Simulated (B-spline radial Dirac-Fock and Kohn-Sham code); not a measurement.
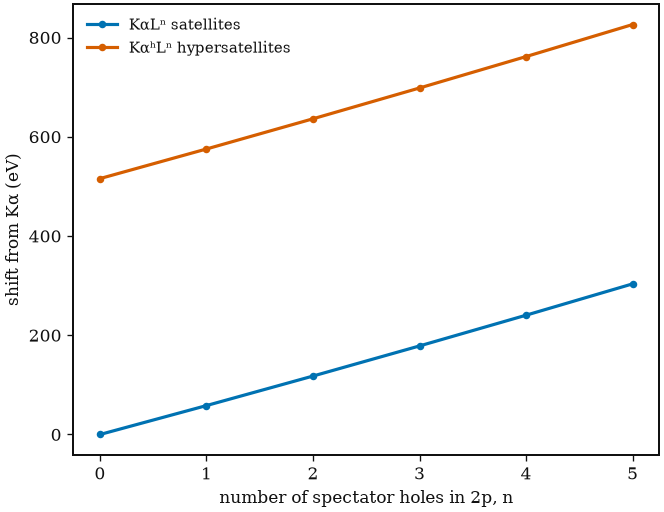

Shifts of Kα satellites and hypersatellites with the number of spectator holes in 2p, counted from the Kα line without spectators. System: Rh⁺ ([Kr] 4d8), inside a Watson sphere of charge −1 and radius 1.6 Å that stands in for a crystal. Method: Dirac–Fock ΔSCF (average of configuration, Fermi nucleus, Breit and QED terms, no correlation) (computed with a B-spline radial atomic code).

**How far above Kα is the hypersatellite?**

516 eV as an average over the ¹P and ³P final terms; Kα itself is at 20.167 keV.
